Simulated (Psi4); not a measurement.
# Si2NH7 (SMILES [SiH3]N[SiH3]) at CC3/6-31G(d) (spherical functions)

What is the vertical ionisation energy of Si2NH7 at CC3/6-31G* (spherical functions)? 

Program for the calculation: Psi4 1.11.

2 further runs of the same task are left out: 2 set aside as unsound or not needed.

## 1. The structure to begin with

The species is Si2NH7 (10 atoms), meant as a singlet with charge 0. SMILES: `[SiH3]N[SiH3]`. The coordinates come from a PBE0-D4/def2-TZVP relaxation.

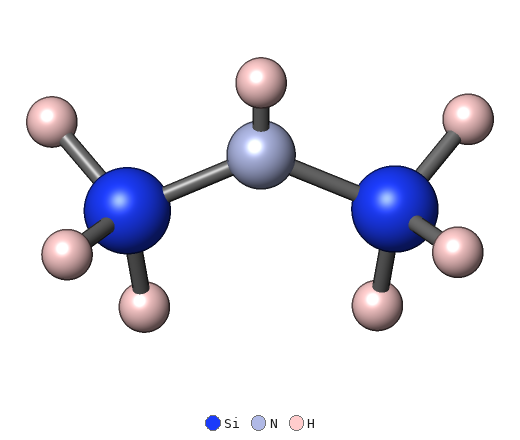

Viewed from a chosen angle; silicon blue, nitrogen light blue, hydrogen pink.

## 2. The energy at CC3/6-31G(d) (spherical functions)

File input.dat:

```
memory 2200 MB

molecule mol {
  0 1
  Si    -1.042800     0.758390    -0.879990
  N      0.119990     0.500410     0.368670
  Si     0.995830    -0.935260     0.755390
  H     -1.373610    -0.567260    -1.458240
  H     -0.532280     1.645360    -1.962590
  H     -2.274280     1.393560    -0.336440
  H      0.361990     1.317290     0.912940
  H      0.403090    -2.042290    -0.034740
  H      0.897240    -1.243020     2.208320
  H      2.444830    -0.827180     0.426680
  units angstrom
  symmetry c1
  no_reorient
  no_com
}

set basis 6-31G*
set puream true
set e_convergence 1e-09
set d_convergence 1e-08
set scf_type pk
set num_frozen_docc 11

energy_value, wavefunction = energy('cc3', return_wfn=True)
print_variables()
```

Started as:

```sh
$ psi4 -i input.dat -o output.dat -n 1
```

output.dat:

```text
[...]
  Running in c1 symmetry.
[...]
  Nuclear repulsion =  156.903590374845123
[...]
  Multiplicity = 1
[...]
  Nalpha       = 21
  Nbeta        = 21
[...]
    Number of basis functions: 64
[...]
   @RHF iter   1:  -636.28491876444639   -6.97518e-01   6.44471e-03 DIIS/ADIIS
[...]
   @RHF iter  10:  -636.38454101623870   -4.32010e-12   5.65121e-09 DIIS
[...]
    Orbital Energies [Eh]
    ---------------------
    Doubly Occupied:
       1A    -68.772941     2A    -68.772937     3A    -15.539028
       4A     -6.132508     5A     -6.132506     6A     -4.238600
       7A     -4.238580     8A     -4.238238     9A     -4.238203
      10A     -4.237797    11A     -4.237789    12A     -1.134690
      13A     -0.737907    14A     -0.714663    15A     -0.604563
      16A     -0.528840    17A     -0.518394    18A     -0.483492
      19A     -0.476039    20A     -0.466589    21A     -0.391350
[...]
  @RHF Final Energy:  -636.38454101623870
   => Energetics <=
    Nuclear Repulsion Energy =            156.9035903748451233
    One-Electron Energy =               -1192.9049501476838486
    Two-Electron Energy =                 399.6168187566000256
    Total Energy =                       -636.3845410162386997
[...]
 Multipole Moments:
 ------------------------------------------------------------------------------------
     Multipole            Electronic (a.u.)      Nuclear  (a.u.)        Total (a.u.)
 ------------------------------------------------------------------------------------
 L = 1.  Multiply by 2.5417464519 to convert [e a0] to [Debye]
 Dipole X            :         -0.1104794            0.2066038            0.0961244
 Dipole Y            :         -1.0224424            1.3287609            0.3063185
 Dipole Z            :         -0.9217026            1.1191336            0.1974310
 Magnitude           :                                                    0.3768951
[...]
      * MP2 total energy                      = -636.703143398598854
[...]
```

Run time: 76 s. Hardware: 1 thread of Intel Xeon at 2.70GHz, shared host; peak memory 0.29 GiB.

## 3. The doublet cation, same level

File input.inp:

```
memory 2.2 GB

molecule mol {
  1 2
  Si    -1.97060640     1.43314940    -1.66294009
  N      0.22674824     0.94563785     0.69668533
  Si     1.88184597    -1.76738526     1.42748022
  H     -2.59574670    -1.07196604    -2.75567422
  H     -1.00586342     3.10927978    -3.70875759
  H     -4.29776633     2.63344674    -0.63577946
  H      0.68406196     2.48931733     1.72520657
  H      0.76172970    -3.85936877    -0.06564909
  H      1.69553787    -2.34896737     4.17312000
  H      4.62005912    -1.56314366     0.80630834
  units bohr
  symmetry c1
  no_reorient
  no_com
}

set basis 6-31G*
set reference uhf
set puream true
set e_convergence 1e-09
set d_convergence 1e-08
set scf_type pk
set num_frozen_docc 11
set maxiter 100

energy('cc3')
print_variables()
```

Started as:

```sh
$ psi4 -i input.inp -o input.out -n 1
```

input.out:

```text
[...]
  Running in c1 symmetry.
[...]
  Nuclear repulsion =  156.903590362256068
[...]
  Multiplicity = 2
[...]
  Nalpha       = 21
  Nbeta        = 20
[...]
    Number of basis functions: 64
[...]
   @UHF iter   1:  -635.94454142552922   -3.57141e-01   4.73163e-03 DIIS/ADIIS
[...]
   @UHF iter  15:  -636.06639862981604   -2.84217e-12   6.34175e-09 DIIS
[...]
   @S^2 Observed:                7.641171652E-01
[...]
    Orbital Energies [Eh]
    ---------------------
    Alpha Occupied:
       1A    -68.984320     2A    -68.984316     3A    -15.914696
       4A     -6.349452     5A     -6.349450     6A     -4.455955
       7A     -4.455942     8A     -4.453816     9A     -4.453813
      10A     -4.453566    11A     -4.453557    12A     -1.516159
      13A     -1.010584    14A     -1.010203    15A     -0.884688
      16A     -0.854777    17A     -0.801443    18A     -0.688779
      19A     -0.685343    20A     -0.667093    21A     -0.665575
    Alpha Virtual:
      22A     -0.081599    23A     -0.020791    24A     -0.011324
      25A      0.002454    26A      0.005592    27A      0.027508
[...]
  @UHF Final Energy:  -636.06639862981604
   => Energetics <=
    Nuclear Repulsion Energy =            156.9035903622560681
    One-Electron Energy =               -1182.8578074266629301
    Two-Electron Energy =                 389.8878184345907130
    Total Energy =                       -636.0663986298160353
  UHF NO Occupations:
  HONO-2 :   19  A 1.9976936
  HONO-1 :   20  A 1.9974119
[...]
 Multipole Moments:
 ------------------------------------------------------------------------------------
     Multipole            Electronic (a.u.)      Nuclear  (a.u.)        Total (a.u.)
 ------------------------------------------------------------------------------------
 L = 1.  Multiply by 2.5417464519 to convert [e a0] to [Debye]
 Dipole X            :          0.0504245            0.2066039            0.2570283
 Dipole Y            :         -0.5143493            1.3287609            0.8144116
 Dipole Z            :         -0.5960320            1.1191337            0.5231017
 Magnitude           :                                                    1.0014815
[...]
      * MP2 total energy                      = -636.348967341942853
[...]
```

Wall time 9.9 min (1 thread of Intel Xeon at 2.70GHz, shared host); peak memory 0.31 GiB.

## 4. Results

Level: CC3/6-31G* (spherical functions), 11 core orbitals frozen.

| quantity | value |
| --- | --- |
| singlet Si2NH7: ground-state or mean-field energy | -636.75661 Eh |
| singlet Si2NH7: HOMO energy (Hartree–Fock orbitals) | -10.65 eV |
| singlet Si2NH7: LUMO energy (Hartree–Fock orbitals) | 3.56 eV |
| singlet Si2NH7: HOMO–LUMO gap (Hartree–Fock orbitals) | 14.21 eV |
| singlet Si2NH7: correlation energy (11 core orbitals frozen) | -372.1 mEh |
| singlet Si2NH7: T1 diagnostic | 0.012 |
| doublet cation: ground-state or mean-field energy | -636.41639 Eh |
| doublet cation: HOMO energy (Hartree–Fock orbitals) (highest over α and β) | -17.99 eV |
| doublet cation: LUMO energy (Hartree–Fock orbitals) (lowest over α and β) | -6.77 eV |
| doublet cation: correlation energy (11 core orbitals frozen) | -350.0 mEh |
| doublet cation: ⟨S²⟩ of the reference determinant | 0.764 |
| doublet cation: T1 diagnostic | 0.052 |
| vertical ionisation energy (to the doublet cation) | 9.258 eV |

What this shows: The vertical ionisation energy comes to 9.26 eV (213 kcal/mol). The T1 diagnostic (doublet cation) of 0.052 is above the customary mark for such species, so a single reference may not serve.
